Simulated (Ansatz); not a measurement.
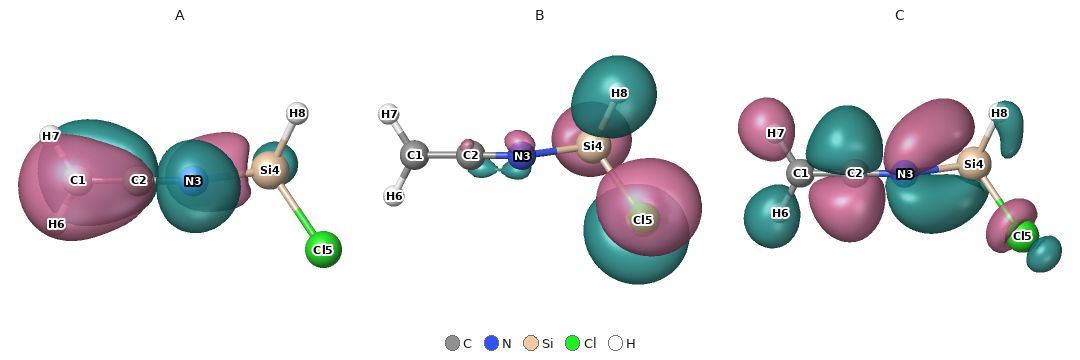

Figure. C2H4ClNSi. Three frontier orbitals at ±0.1 Å⁻³ᐟ² (teal and pink are the two phases), in no order.

Level of theory: RKS B3LYP/def2-SVP (Ansatz 0.2.0).

| atom | x (Å) | y (Å) | z (Å) |
| --- | --- | --- | --- |
| C | 0.9853 | 1.2518 | 1.3868 |
| C | 0.1593 | 0.4557 | 0.7356 |
| N | -0.6393 | -0.2736 | 0.1776 |
| Si | -0.7284 | -1.2518 | -1.2630 |
| Cl | -2.4086 | -0.6723 | -2.3225 |
| H | 1.0017 | 2.3219 | 1.1715 |
| H | 1.6539 | 0.8451 | 2.1480 |
| H | -0.8921 | -2.6578 | -0.8277 |
| H | 0.4556 | -1.0781 | -2.1459 |

**Which picture is the HOMO−1, the HOMO and the LUMO?**

B is the HOMO−1 (−8.63 eV). By Hirshfeld shares it lies mainly on Cl5 (about 65 %), Si4 (about 15 %), H8 (about 10 %) and H9 (about 10 %); largely a lone pair of Cl5. A is the HOMO (−6.31 eV). Its weight (Hirshfeld) is mainly on C1 (about 45 %), N3 (about 25 %) and C2 (about 15 %). C is the LUMO (−1.12 eV). Its weight (Hirshfeld) is mainly on C2 (about 35 %), N3 (about 20 %), Si4 (about 15 %) and C1 (about 10 %).

**What is the HOMO–LUMO gap?**

5.19 eV between the orbital energies.
